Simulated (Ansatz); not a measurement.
System: Sn2Ge3.

```cif
data_structure
_symmetry_space_group_name_H-M 'P 1'
_symmetry_Int_Tables_number 1
_cell_length_a 3.4216
_cell_length_b 3.4216
_cell_length_c 19.3625
_cell_angle_alpha 90.000
_cell_angle_beta 90.000
_cell_angle_gamma 90.000
_cell_volume 226.69
loop_
_atom_site_label
_atom_site_type_symbol
_atom_site_fract_x
_atom_site_fract_y
_atom_site_fract_z
_atom_site_occupancy
Sn1 Sn 0.00000 0.00000 0.39776 1
Sn2 Sn 0.50000 0.50000 0.89776 1
Sn3 Sn 0.50000 0.50000 0.10224 1
Sn4 Sn 0.00000 0.00000 0.60224 1
Ge1 Ge 0.00000 0.00000 0.00000 1
Ge2 Ge 0.50000 0.50000 0.50000 1
Ge3 Ge 0.50000 0.50000 0.28763 1
Ge4 Ge 0.00000 0.00000 0.78763 1
Ge5 Ge 0.00000 0.00000 0.21237 1
Ge6 Ge 0.50000 0.50000 0.71237 1
```

Space group I4/mmm; a structure generated by program, which may or may not match a known phase.

The calculation used Ansatz, DFT PBE, scalar-relativistic, plane waves, PAW.

What will maps of the valence pseudo-density and electron localisation function show?

Ge–Ge (2.82 Å): ρ at the midpoint is about 0.25 e/Å³; the ELF is about 0.50 at the midpoint.
Sn–Ge (3.13 Å): ρ at the midpoint is about 0.18 e/Å³; the ELF is about 0.35 at the midpoint.
Sn–Ge (3.23 Å): the density is about 0.15 e/Å³ at the midpoint; the ELF is about 0.30 at the midpoint.
Bader's partition of the density gives Sn +0.20 and Ge −0.20 to −0.10 e.

Which way does charge flow, and how much by Bader's partition?

Electrons move from Sn towards Ge. Bader charges: Sn +0.20 and Ge −0.20 to −0.10 e.

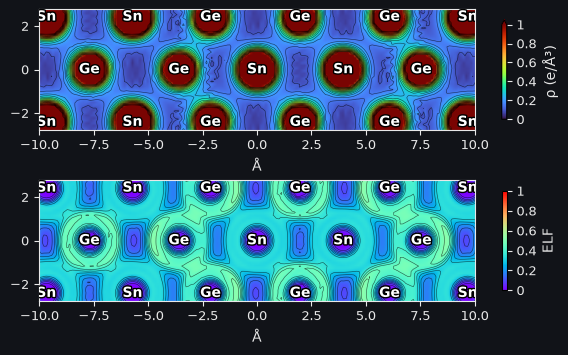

Computed valence pseudo-density and electron localisation function on the (110) plane of the conventional cell, in this order. 
